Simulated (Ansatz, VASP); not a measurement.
# SnSO in two plane-wave programs

Wanted: the spread between two codes on one cell, functional and k mesh. The cell is invented: As first built, before any earlier steps moved the atoms: it takes the SnSeS structure with some of its atoms replaced by other elements, volume scaled by an estimate. It may not be a known or stable phase. The cell comes out of the VASP series on this material, whose earlier steps may have relaxed, scaled or displaced it; both programs get it as it stands.

Main program and level: Ansatz 0.2.0; plane waves, with VASP 6.6.1 beside it; band structure at HSE03.

## 1. Starting point

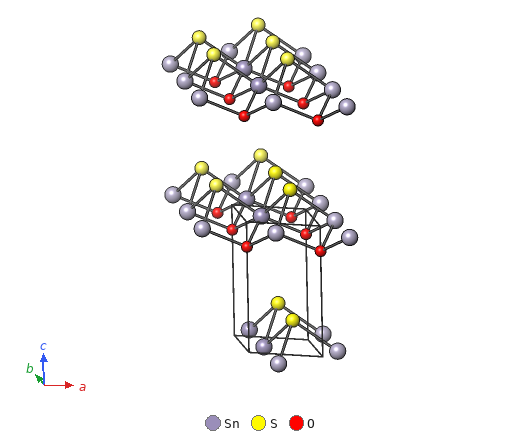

Start, viewed slightly off an axis; tin purple, sulfur yellow, oxygen red. 1×2×2 cells are drawn. Some periodic images of atoms are drawn too.

Structure file:

```xyz
3
Lattice="3.4671 0.0000 0.0000 -1.7336 3.0026 0.0000 0.0000 0.0000 5.9580" Properties=species:S:1:pos:R:3 pbc="T T T"
Sn    0.0000    2.0017    5.7633
S     1.7336    1.0009    1.3372
O     0.0000    0.0000    4.8154
```

## 2. VASP: band structure, HSE03

Levels along a path test the potential and the projectors away from the mesh points.

Lines of VASP's logs that name or quote its potential files are left out, and so is its time.

File INCAR:

```
SYSTEM = SnSO
PREC = Accurate
ENCUT = 520
EDIFF = 1E-06
NELM = 100
ISMEAR = 0
SIGMA = 0.02
LREAL = .FALSE.
ALGO = Normal
LHFCALC = .TRUE.
AEXX = 0.25
GGA = PE
HFSCREEN = 0.3
LASPH = .TRUE.
PRECFOCK = Fast
LORBIT = 11
LWAVE = .FALSE.
LCHARG = .FALSE.
KPAR = 4
```

File POSCAR:

```
SnSO
1.0
    3.4671176086      0.0000000000      0.0000000000
   -1.7335588043      3.0026124474      0.0000000000
    0.0000000000      0.0000000000      5.9579538463
Sn S O
1 1 1
Direct
    0.3333333300      0.6666666700      0.9673317131
    0.6666666700      0.3333333300      0.2244465511
    0.0000000000      0.0000000000      0.8082227358
```

File KPOINTS:

```
Automatic mesh
0
Gamma
5 5 3
0 0 0
```

File KPOINTS_OPT:

```
Line mode
6
Line-mode
Reciprocal
  0.00000000   0.00000000   0.00000000 GAMMA
  0.50000000   0.00000000   0.00000000 M

  0.50000000   0.00000000   0.00000000 M
  0.33333333   0.33333333   0.00000000 K

  0.33333333   0.33333333   0.00000000 K
  0.00000000   0.00000000   0.00000000 GAMMA

  0.00000000   0.00000000   0.00000000 GAMMA
  0.00000000   0.00000000   0.50000000 A

  0.00000000   0.00000000   0.50000000 A
  0.50000000   0.00000000   0.50000000 L

  0.50000000   0.00000000   0.50000000 L
  0.33333333   0.33333333   0.50000000 H

  0.33333333   0.33333333   0.50000000 H
  0.00000000   0.00000000   0.50000000 A

  0.50000000   0.00000000   0.50000000 L
  0.50000000   0.00000000   0.00000000 M

  0.33333333   0.33333333   0.00000000 K
  0.33333333   0.33333333   0.50000000 H
```

The projector-augmented-wave data sets are Sn_d, S and O (PBE family, release 64).

Run with:

```
mpirun -np 4 vasp_std
```

Numbers of over 12 decimals in the logs are rounded to 6 here.

The log of the run:

```text
[banner, memory and clock lines left out]
running    4 mpi-ranks, on    1 nodes
 distrk:  each k-point on    1 cores,    4 groups
 distr:  one band on    1 cores,    1 groups

 POSCAR found type information on POSCAR SnS O
 POSCAR found :  3 types and       3 ions
 LDA part: xc-table for (Slater+PW92), standard interpolation
 found WAVECAR, reading the header
 POSCAR, INCAR and KPOINTS ok, starting setup
 FFT: planning ... GRIDC
 FFT: planning ... GRID_SOFT
 FFT: planning ... GRID
 reading WAVECAR
 the WAVECAR file was read successfully
 initial charge from wavefunction
 entering main loop
       N       E                     dE             d eps       ncg     rms          rms(c)
DAV:   1    -0.184375098199E+02   -0.18438E+02   -0.59933E-01   533   0.812E+00    0.134E+00
DAV:   2    -0.184437265013E+02   -0.62167E-02   -0.48800E-02   523   0.198E+00    0.862E-01
DAV:   3    -0.184423954967E+02    0.13310E-02   -0.65367E-03   648   0.752E-01    0.560E-01
DAV:   4    -0.184418628234E+02    0.53267E-03   -0.82700E-04   517   0.280E-01    0.311E-01
DAV:   5    -0.184417089260E+02    0.15390E-03   -0.39835E-04   516   0.177E-01    0.171E-01
DAV:   6    -0.184416586094E+02    0.50317E-04   -0.40289E-05   708   0.714E-02    0.998E-02
DAV:   7    -0.184416451777E+02    0.13432E-04   -0.24461E-05   596   0.442E-02    0.579E-02
DAV:   8    -0.184416418378E+02    0.33400E-05   -0.41677E-06   548   0.212E-02    0.339E-02
DAV:   9    -0.184416410611E+02    0.77668E-06   -0.15682E-06   314   0.131E-02
   1 F= -.18441641E+02 E0= -.18441641E+02  d E =-.345178E-20
 Start KPOINTS_OPT (optional k-point list driver)
k-point batch [1-12\54]
       N       E                     dE             ncg
DAV:   1     0.997767045014E+02   -0.88033E+04      416
DAV:   2    -0.268741119429E+04   -0.27872E+04      457
DAV:   3    -0.304296802993E+04   -0.35556E+03      461
DAV:   4    -0.306249409064E+04   -0.19526E+02      540
DAV:   5    -0.306300979184E+04   -0.51570E+00      598
DAV:   6    -0.306302111145E+04   -0.11320E-01      583
DAV:   7    -0.306302152923E+04   -0.41778E-03      608
DAV:   8    -0.306302153340E+04   -0.41711E-05      461
DAV:   9    -0.306302153354E+04   -0.13910E-06      436
[...]
k-point batch [49-54\54]
       N       E                     dE             ncg
DAV:   1     0.555918924387E+04   -0.60360E+04      205
DAV:   2     0.416725849824E+04   -0.13919E+04      228
DAV:   3     0.400648948373E+04   -0.16077E+03      272
DAV:   5     0.399988495803E+04   -0.13569E+00      264
DAV:   6     0.399987978895E+04   -0.51691E-02      288
DAV:   7     0.399987949781E+04   -0.29114E-03      312
DAV:   8     0.399987949506E+04   -0.27492E-05      264
DAV:   9     0.399987949500E+04   -0.60756E-07      224
```

From OUTCAR (step 2):

```text
ion  position               nearest neighbor table
   1  0.333  0.667  0.967-   3 2.21   3 2.21   3 2.21   2 2.52   2 2.52   2 2.52
   2  0.667  0.333  0.224-   1 2.52   1 2.52   1 2.52
   3  0.000  0.000  0.808-   1 2.21   1 2.21   1 2.21

  LATTYP: Found a hexagonal cell.
 ALAT       =     3.4671176086
 C/A-ratio  =     1.7184170019

 Subroutine GETGRP returns: Found  6 space group operations
 (whereof  6 operations were pure point group operations)

The static configuration has the point symmetry C_3v.

 Found     12 irreducible k-points:

   k-points           NKPTS =     12   k-points in BZ     NKDIM =     75   number of bands    NBANDS=     17

   dimension x,y,z NGX =    28 NGY =   28 NGZ =   48
   dimension x,y,z NGXF=    56 NGYF=   56 NGZF=   96

   ENCUT  =  520.0 eV  38.22 Ry    6.18 a.u.   6.45  6.45 11.08*2*pi/ulx,y,z

   NELECT =      26.0000    total number of electrons

 k-points in reciprocal lattice and weights: Automatic mesh
   0.00000000  0.00000000  0.00000000       0.013
   0.20000000 -0.00000000  0.00000000       0.080
   0.40000000 -0.00000000  0.00000000       0.080
   0.20000000  0.20000000  0.00000000       0.080
   0.40000000  0.20000000  0.00000000       0.080
   0.00000000  0.00000000  0.33333333       0.027
   0.20000000 -0.00000000  0.33333333       0.080
   0.00000000  0.20000000  0.33333333       0.080
   0.40000000 -0.00000000  0.33333333       0.080
   0.00000000  0.40000000  0.33333333       0.080
   0.20000000  0.20000000  0.33333333       0.160
   0.40000000  0.20000000  0.33333333       0.160

  exchange ACFDT corr.  =         0.00000000  see jH, gK, PRB 81, 115126

 average (electrostatic) potential at core
       1 -97.3862       2 -83.3884       3 -65.2077

 E-fermi :   3.2675

 k-point     1 :       0.0000    0.0000    0.0000
  band No.  band energies     occupation
    ...
      9       0.1747      2.00000
     10       0.1747      2.00000
     11       1.4973      2.00000
     12       3.1353      2.00000
     13       3.1353      2.00000
     14       4.3146      0.00000
     15       8.6678      0.00000
     16      10.9650      0.00000
     17      10.9650      0.00000

 k-point     2 :       0.2000   -0.0000    0.0000
  band No.  band energies     occupation
    ...
      9      -0.9274      2.00000
     10      -0.2289      2.00000
     11       1.1974      2.00000
     12       1.7107      2.00000
     13       2.8301      2.00000
     14       5.6810      0.00000
     15       8.6864      0.00000
     16      11.1127      0.00000
     17      11.8030      0.00000

 k-point     3 :       0.4000   -0.0000    0.0000
  band No.  band energies     occupation
    ...
      9      -2.0073      2.00000
     10      -0.8387      2.00000
     11       0.1150      2.00000
     12       1.7647      2.00000
     13       2.4667      2.00000
     14       6.0052      0.00000
     15       8.6889      0.00000
     16      10.6031      0.00000
     17      11.5201      0.00000

  energy-cutoff  :      520.00
  volume of cell :       62.02
      direct lattice vectors                 reciprocal lattice vectors
     3.467117609  0.000000000  0.000000000     0.288424020  0.166521657  0.000000000
    -1.733558804  3.002612447  0.000000000     0.000000000  0.333043314  0.000000000
     0.000000000  0.000000000  5.957953846     0.000000000  0.000000000  0.167842858

 POSITION                                       TOTAL-FORCE (eV/Angst)
 -----------------------------------------------------------------------------------
     -0.00000      2.00174      5.76332         0.000000     -0.000000     -0.001147
      1.73356      1.00087      1.33724        -0.000000      0.000000     -0.536831
      0.00000      0.00000      4.81535         0.000000      0.000000      0.537979
 -----------------------------------------------------------------------------------
    total drift:                               -0.000002      0.000017      0.000467

  FREE ENERGIE OF THE ION-ELECTRON SYSTEM (eV)
  ---------------------------------------------------
  free  energy   TOTEN  =       -18.4416410611 eV

  energy  without entropy=      -18.4416410611  energy(sigma->0) =      -18.44164106

 total charge
# of ion       s       p       d       tot
------------------------------------------
    1        0.952   0.984  10.203  12.139
    2        1.360   2.390   0.000   3.749
    3        1.578   3.380   0.000   4.958
--------------------------------------------------
tot          3.890   6.753  10.203  20.846

[... 3 further parts left out ...]
```

[end of part 1 of 2]

[Lines on the potential files, build, host, timing and source positions are cut from VASP's logs without a mark.]

[Logs are printed without paths, hosts, clocks, repeated set-up lines and the standing remarks that a program may print on its own settings, such as how far it seeks lower states.]

[Hosts, paths, dates, database ids (printed as entryN), source tags and the programs' standing remarks are cut or masked in the printed files.]
